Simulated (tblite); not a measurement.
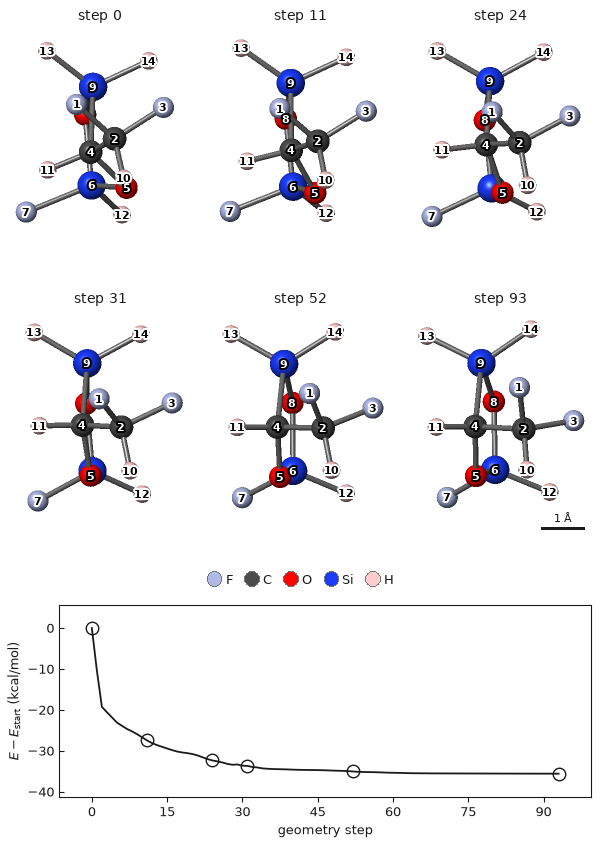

Frames of a relaxation of C₂H₅F₃O₂Si₂, marked on the history of the run. The picture is a ball-and-stick view, seen from a free direction.

The calculation used GFN2-xTB geometry optimisation, gas phase in tblite. 

Q: What happens along the run?

A: The largest move after the best rigid fit is that of O5, 1.21 Å. By element the largest moves are O 1.21 Å, H 1.08 Å, F 1.05 Å, C 0.46 Å, Si 0.32 Å. Some distances before and after: O5–Si6 1.734 → 1.621 Å, O8–Si9 1.734 → 1.630 Å, Si6–F7 1.680 → 1.593 Å, C4–Si9 1.873 → 1.944 Å. Among the angles between lasting bonds that change: C4–O5–Si6 98.7° → 117.2°, Si6–O8–Si9 98.9° → 117.2°, C2–C4–H11 113.9° → 106.9°. Groups turn about C4–O5 by about 70°, O5–Si6 by about 65°, C4–Si9 by about 55°. The energy falls by 35.6 kcal/mol in 93 geometry steps. The run took 1.2 s on 1 thread of Arm Neoverse N1, with other jobs on the host. From step 0 to 11: O and H atoms move most (0.30 Å), energy −27.5 kcal/mol. From step 11 to 24: F1 moves most (0.39 Å), energy −4.88 kcal/mol. From step 24 to 31: O5 moves most (0.29 Å), energy −1.34 kcal/mol. From step 31 to 52: F3 moves most (0.35 Å), energy −1.36 kcal/mol. From step 52 to 93: F3 moves most (0.37 Å), energy −0.54 kcal/mol.
